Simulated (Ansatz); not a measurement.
# CH₄Si (singlet): the correlation ladder at distance Si1–C2 = 4.999 Å, cc-pVTZ

How much of the correlation energy of CH₄Si (singlet) does each wave-function method recover here?

Program: Ansatz 0.2.0, Gaussian basis. Level of theory: cc-pVTZ, core rule «outside noble gas», up to 6 orbitals frozen. These are calculated values, not measurements.

To be run: UHF; CCSD(T) on RHF; CCSD(T) on UHF; BCCD(T) on RHF; CCSDT(Q) on RHF.

**1. The geometry**

The geometry derives from a PBE0/def2-TZVP stationary point (not a proven minimum). One bond is set to the value named and the two fragments are kept rigid.

6 atoms, charge 0, spin multiplicity 1.

Atoms are counted from 1 here; the program's logs count them from 0.

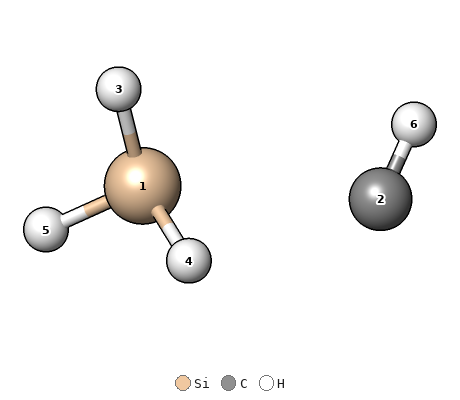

The structure; silicon light orange, carbon grey, hydrogen white; atoms are numbered from 1 in the order of the file.

In the tables R marks a restricted determinant and U an unrestricted one; energies count from the table's Hartree-Fock row.

**2. UHF**

The input, in.yaml:

```yaml
crystal:
  periodic: [false, false, false]
  atoms:
    - {symbol: Si, position_ang: [0.000000, 0.110769, 1.447278]}
    - {symbol: C, position_ang: [0.000000, -0.322787, -3.532885]}
    - {symbol: H, position_ang: [0.000000, 1.428546, 2.148107]}
    - {symbol: H, position_ang: [1.215343, -0.654959, 1.847918]}
    - {symbol: H, position_ang: [-1.215343, -0.654959, 1.847918]}
    - {symbol: H, position_ang: [0.000000, 0.641229, -4.073114]}
basis:
  gaussian: {orbitals: cc-pVTZ}
magnetization: {spin_polarized: true, initial_magnetization: 0}
hamiltonian: {xc: hf}
output: {orbitals: {seedname: orbitals}}
```

Started as:

```sh
> ansatz run in.yaml --threads 1 --pin off --events-out ev --progress --plain --max-ram 4096MiB --backend cpu
```

Output:

```text
Functional definition: HF
  name "HF"
  cite "Fock, Z. Phys. 61, 126 (1930) doi:10.1007/BF01340294"
  parent pbe
  exchange = exact_x
  correlation = 0
812 factors; their error is unknown
mean field evaluation 1: about -8941.5179 eV, gradient 1.6e1 eV
mean field evaluation 2: about -8937.5699 eV, gradient 3.0e1 eV
mean field evaluation 4: about -8945.8644 eV, gradient 2.2e0 eV
mean field evaluation 8: about -8945.9190 eV, gradient 6.1e-2 eV
mean field evaluation 16: about -8946.1208 eV, gradient 2.4e-4 eV
mean field evaluation 32: about -8950.4760 eV, gradient 6.3e-1 eV
mean field evaluation 64: about -8950.1596 eV, gradient 1.3e0 eV
mean field evaluation 96: about -8950.5079 eV, gradient 2.2e-3 eV
mean field evaluation 128: about -8948.6913 eV, gradient 3.3e-1 eV
mean field evaluation 160: about -8950.5005 eV, gradient 2.2e-1 eV
mean field evaluation 192: about -8950.5074 eV, gradient 2.6e-2 eV
mean field evaluation 224: about -8946.9978 eV, gradient 1.4e0 eV
mean field evaluation 256: about -8943.9501 eV, gradient 1.3e1 eV
mean field evaluation 288: about -8946.1801 eV, gradient 6.6e-1 eV
mean field -8950.50871272 eV, -328.9251283199 hartree, gradient 5.1e-6 eV, S^2 1.359401; 6 other end points of the search recorded, 0 dependent functions left out
reference -8950.50871272 eV, -328.9251283199 hartree; 12, 12 occupied and 108, 108 virtual orbitals, 812 factors
Total energy: -8950.50871272 eV, -328.9251283199 hartree
```

Run time: 11 s. Hardware: 1 thread of AMD EPYC 7R13, shared host; peak memory 0.25 GiB.

From the report: ⟨S²⟩ of the determinant 1.359 (pure singlet: 0.00). The determinant of HF (⟨S²⟩ 1.36) is far from a pure spin state, so its energy mixes those of several spin states; that is harmless only where they are near-degenerate.

The unrestricted solution breaks the spin symmetry, so the restricted determinant is unstable here.

**3. CCSD(T) on RHF**

in.yaml: that of step 2 with these lines changed.

```diff
@@ -11,4 +11,3 @@
   gaussian: {orbitals: cc-pVTZ}
-magnetization: {spin_polarized: true, initial_magnetization: 0}
-hamiltonian: {xc: hf}
-output: {orbitals: {seedname: orbitals}}
+magnetization: {spin_polarized: false}
+correlation: {method: ccsd_t, electrons: outside_noble_gas}
```

Launched as before.

Output, cut to the lines that bear on the results:

```text
Functional definition: HF
  name "HF"
  cite "Fock, Z. Phys. 61, 126 (1930) doi:10.1007/BF01340294"
  parent pbe
[...]
681 factors; integrals over basis functions are off by at most 9.4e-4 eV
[...]
mean field -8946.12113168 eV, -328.7638876904 hartree, gradient 5.5e-6 eV, S^2 0.000000; 9 other end points of the search recorded, 0 dependent functions left out; unrestricted orbitals would lower it
[...]
determinant -8946.12113168 eV, -328.7638876904 hartree, with singles and doubles -8956.26680036 eV, -329.1367341375 hartree
determinant -8945.27233187 eV, -328.7326948728 hartree, with singles and doubles -8955.92329521 eV, -329.1241105561 hartree
determinant -8943.04066194 eV, -328.6506825155 hartree, with singles and doubles -8952.22013728 eV, -328.9880220125 hartree
determinant -8942.87032631 eV, -328.6444227966 hartree, with no singles and doubles
determinant -8946.12113168 eV, -328.7638876904 hartree, with singles and doubles -8956.86899372 eV, -329.1588643352 hartree
determinant -8945.27233187 eV, -328.7326948728 hartree, with singles and doubles -8956.76009639 eV, -329.1548624323 hartree
unrestricted determinant -8950.50900542 eV, -328.9251390762 hartree, S^2 1.3593
6 core orbitals not correlated: weight in the atoms' cores, before any rotation towards them, 1.000 or more for the frozen orbitals, at most 0.000 for the correlated occupied ones
reference -8946.12113168 eV, -328.7638876904 hartree; 6, 6 occupied and 108, 108 virtual orbitals, 681 factors
second order -9.30906753 eV of doubles, -0.00000000 eV of singles
cycle   1  -8.27206811 eV  change    -2.0e0 eV  update   1.6e-1
[...]
cycle  18  -10.74786501 eV  change   -1.3e-6 eV  update   1.6e-6
perturbative correction -1.30917926 eV, -0.0481114504 hartree
WARN: these amplitudes may be one of several solutions (largest doubles amplitude 0.73, level shift 8.35 eV)
Total energy: -8958.17817594 eV, -329.2069758946 hartree
```

Wall time 42 s (1 thread of AMD EPYC 7R13, shared host); peak memory 0.57 GiB.

From the report: correlation -12.0570 eV; T1 0.039; largest double amplitude 0.73. The report flags that the cluster equations may have other roots.

**4. CCSD(T) on UHF**

in.yaml: that of step 3 with these lines changed.

```diff
@@ -11,3 +11,3 @@
   gaussian: {orbitals: cc-pVTZ}
-magnetization: {spin_polarized: false}
+magnetization: {spin_polarized: true, initial_magnetization: 0}
 correlation: {method: ccsd_t, electrons: outside_noble_gas}
```

Started as:

```sh
> ansatz run in.yaml --threads 2 --pin off --events-out ev --progress --plain --max-ram 24576MiB --backend cuda --devices 0, --max-vram 18GiB
```

Output, cut to the lines that bear on the results:

```text
Functional definition: HF
  name "HF"
  cite "Fock, Z. Phys. 61, 126 (1930) doi:10.1007/BF01340294"
  parent pbe
[...]
681 factors; integrals over basis functions are off by at most 9.4e-4 eV
[...]
mean field -8950.50900551 eV, -328.9251390797 hartree, gradient 2.4e-10 eV, S^2 1.359405; 23 other end points of the search recorded, 0 dependent functions left out
determinant -8950.50900551 eV, -328.9251390797 hartree, with singles and doubles -8957.79904688 eV, -329.1930431586 hartree
determinant -8950.50899366 eV, -328.9251386439 hartree, with singles and doubles -8957.79912146 eV, -329.1930458993 hartree
determinant -8950.50597464 eV, -328.9250276970 hartree, with singles and doubles -8957.79645759 eV, -329.1929480040 hartree
determinant -8950.50584287 eV, -328.9250228549 hartree, with singles and doubles -8957.79914539 eV, -329.1930467786 hartree
[...]
determinant -8950.50899366 eV, -328.9251386439 hartree, with singles and doubles -8957.69907286 eV, -329.1893691811 hartree
determinant -8950.50597464 eV, -328.9250276970 hartree, with singles and doubles -8957.69867885 eV, -329.1893547016 hartree
determinant -8950.50584287 eV, -328.9250228549 hartree, with singles and doubles -8957.69900606 eV, -329.1893667262 hartree
determinant -8950.41002225 eV, -328.9215015118 hartree, with singles and doubles -8957.71191018 eV, -329.1898409440 hartree
6 core orbitals not correlated: weight in the atoms' cores, before any rotation towards them, 1.000 or more for the frozen orbitals, at most 0.000 for the correlated occupied ones
reference -8950.41002225 eV, -328.9215015118 hartree; 6, 6 occupied and 108, 108 virtual orbitals, 681 factors
second order -5.92316477 eV of doubles, -0.00000000 eV of singles
cycle   1  -7.30188740 eV  change    5.3e-7 eV  update   3.5e-6
perturbative correction -0.18520211 eV, -0.0068060521 hartree
Total energy: -8957.89711176 eV, -329.1966469766 hartree
```

Wall time 27 s (1 × H100 (card shared with other runs) with 2 threads of AMD EPYC 7R13, shared host); peak host memory 0.84 GiB.

From the report: ⟨S²⟩ of the determinant 1.012 (pure singlet: 0.00); correlation -7.4871 eV; T1 0.013; largest double amplitude 0.09. The determinant of CCSD(T) (⟨S²⟩ 1.01) is far from a pure spin state, so its energy mixes those of several spin states; high orders of coupled cluster remove much of that, low ones don't.

**5. BCCD(T) on RHF**

in.yaml: that of step 4 with these lines changed.

```diff
@@ -11,3 +11,3 @@
   gaussian: {orbitals: cc-pVTZ}
-magnetization: {spin_polarized: true, initial_magnetization: 0}
-correlation: {method: ccsd_t, electrons: outside_noble_gas}
+magnetization: {spin_polarized: false}
+correlation: {method: bccd_t, electrons: outside_noble_gas}
```

Same command.

Output, cut to the lines that bear on the results:

```text
Functional definition: HF
  name "HF"
  cite "Fock, Z. Phys. 61, 126 (1930) doi:10.1007/BF01340294"
  parent pbe
[...]
681 factors; integrals over basis functions are off by at most 9.4e-4 eV
[...]
mean field -8946.12113168 eV, -328.7638876904 hartree, gradient 5.5e-6 eV, S^2 0.000000; 9 other end points of the search recorded, 0 dependent functions left out; unrestricted orbitals would lower it
[...]
determinant -8946.12113168 eV, -328.7638876904 hartree, with singles and doubles -8956.26679539 eV, -329.1367339549 hartree
determinant -8945.27233187 eV, -328.7326948728 hartree, with singles and doubles -8955.92329325 eV, -329.1241104841 hartree
determinant -8943.04066194 eV, -328.6506825155 hartree, with singles and doubles -8952.22012922 eV, -328.9880217162 hartree
determinant -8942.87032631 eV, -328.6444227966 hartree, with no singles and doubles
determinant -8946.12113168 eV, -328.7638876904 hartree, with singles and doubles -8956.86898650 eV, -329.1588640702 hartree
determinant -8945.27233187 eV, -328.7326948728 hartree, with singles and doubles -8956.76009186 eV, -329.1548622659 hartree
unrestricted determinant -8950.50900546 eV, -328.9251390777 hartree, S^2 1.3594
6 core orbitals not correlated: weight in the atoms' cores, before any rotation towards them, 1.000 or more for the frozen orbitals, at most 0.000 for the correlated occupied ones
reference -8946.12113168 eV, -328.7638876904 hartree; 6, 6 occupied and 108, 108 virtual orbitals, 681 factors
second order -9.30906753 eV of doubles, -0.00000000 eV of singles
cycle   1  -10.76517017 eV  change   -1.7e-2 eV  update   2.3e-2
[...]
cycle  15  -10.74562659 eV  change   -4.6e-6 eV  update   9.8e-7
perturbative correction -1.28992716 eV, -0.0474039487 hartree
WARN: these amplitudes may be one of several solutions (largest doubles amplitude 0.73, level shift 8.35 eV)
Total energy: -8958.15668543 eV, -329.2061861327 hartree
```

It took 15 s on 1 × H100 (card shared with other runs) with 2 threads of AMD EPYC 7R13, shared host; peak host memory 0.81 GiB.

From the report: correlation -12.0356 eV; largest double amplitude 0.73. The report flags that the cluster equations may have other roots.

**6. CCSDT(Q) on RHF**

in.yaml: that of step 5 with these lines changed.

```diff
@@ -12,2 +12,2 @@
 magnetization: {spin_polarized: false}
-correlation: {method: bccd_t, electrons: outside_noble_gas}
+correlation: {method: ccsdt_q, electrons: outside_noble_gas}
```

Launched as before.

Output, cut to the lines that bear on the results:

```text
Functional definition: HF
  name "HF"
  cite "Fock, Z. Phys. 61, 126 (1930) doi:10.1007/BF01340294"
  parent pbe
[...]
1449 factors; integrals over basis functions are off by at most 1.7e-7 eV
[...]
mean field -8946.12107885 eV, -328.7638857490 hartree, gradient 4.3e-6 eV, S^2 0.000000; 9 other end points of the search recorded, 0 dependent functions left out; unrestricted orbitals would lower it
[...]
determinant -8946.12107885 eV, -328.7638857490 hartree, with singles and doubles -8956.26678352 eV, -329.1367335186 hartree
determinant -8945.27230283 eV, -328.7326938057 hartree, with singles and doubles -8955.92329433 eV, -329.1241105236 hartree
determinant -8943.04067093 eV, -328.6506828460 hartree, with singles and doubles -8952.22014793 eV, -328.9880224038 hartree
determinant -8942.87033665 eV, -328.6444231768 hartree, with no singles and doubles
determinant -8946.12107885 eV, -328.7638857490 hartree, with singles and doubles -8956.86897903 eV, -329.1588637955 hartree
determinant -8945.27230283 eV, -328.7326938057 hartree, with singles and doubles -8956.76008927 eV, -329.1548621707 hartree
unrestricted determinant -8950.50901819 eV, -328.9251395456 hartree, S^2 1.3594
6 core orbitals not correlated: weight in the atoms' cores, before any rotation towards them, 1.000 or more for the frozen orbitals, at most 0.000 for the correlated occupied ones
reference -8946.12107885 eV, -328.7638857490 hartree; 6, 6 occupied and 108, 108 virtual orbitals, 1449 factors
second order -9.30930121 eV of doubles, -0.00000000 eV of singles
cycle   1  -8.27209994 eV  change    -2.0e0 eV  update   1.6e-1
[...]
cycle  29  -11.76184987 eV  change    2.4e-7 eV  update   2.5e-7
perturbative correction -0.09536647 eV, -0.0035046530 hartree
WARN: these amplitudes may be one of several solutions (largest doubles amplitude 0.92, level shift 8.35 eV)
Total energy: -8957.97829519 eV, -329.1996304124 hartree
```

It took 28 s on 1 × H100 (card shared with other runs) with 2 threads of AMD EPYC 7R13, shared host; peak host memory 0.93 GiB.

From the report: correlation -11.8572 eV; T1 0.042; largest double amplitude 0.92. The report flags that the cluster equations may have other roots.

**7. All levels against the top one**

No level here is safe as a reference; RCCSDT(Q) serves as a yardstick only. Rows without a time are mean-field rows or come out of runs for another level: lower rungs of the coupled-cluster runs, or the Hartree-Fock search.

Differences are taken before rounding.

| method | energy from the lowest RHF (kJ/mol) | from RCCSDT(Q) (kJ/mol) | time |
| --- | --- | --- | --- |
| RHF | 0.0 | +1144.0 |  |
| UHF | -423.3 | +720.7 | 11 s |
| RMP2 | -898.2 | +245.9 |  |
| UMP2 | -985.3 | +158.7 |  |
| RCCSD | -1037.0 | +107.0 |  |
| UCCSD | -1118.3 | +25.7 |  |
| RCCSD(T) | -1163.3 | -19.3 | 42 s |
| UCCSD(T) | -1136.2 | +7.8 | 27 s (GPU) |
| BCCD(T) | -1161.3 | -17.2 | 15 s (GPU) |
| RCCSDT | -1134.8 | +9.2 |  |
| RCCSDT(Q) | -1144.0 | 0 | 28 s (GPU) |

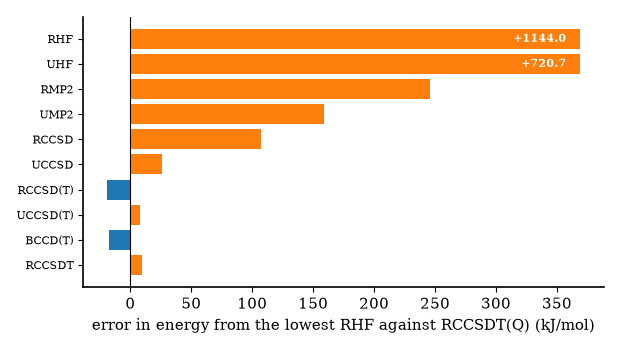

Deviations from RCCSDT(Q), method by method. Bars with a number in them are cut short.

Some runs used a GPU and others CPU threads alone; cost is compared among the CPU runs only.

The program flags RCCSD(T), BCCD(T), RCCSDT(Q) as in doubt (see the logs), so the zero of the table is itself unsure.

**8. Outcome**

| quantity | value |
| --- | --- |
| RCCSDT(Q) from the RHF energy | -11.8572 eV |
| RMP2 from RCCSDT(Q) | +245.9 kJ/mol |
| UMP2 from RCCSDT(Q) | +158.7 kJ/mol |
| RCCSD from RCCSDT(Q) | +107.0 kJ/mol |
| RCCSD(T) from RCCSDT(Q) | -19.3 kJ/mol |
| UCCSD(T) from RCCSDT(Q) | +7.8 kJ/mol |
| T1 diagnostic | 0.039 |

In words: RCCSD(T) lands -19.3 kJ/mol from the yardstick (1.7 % of the correlation energy). CCSD(T) misses by -19.3 kJ/mol on the restricted determinant and by +7.8 kJ/mol on the unrestricted one; the two need not hold the same state or core. Coupled cluster took another determinant than the lowest Hartree-Fock one. Warnings: restricted reference is unstable; spin contamination; coupled cluster took another determinant than the lowest; large T1 diagnostic.
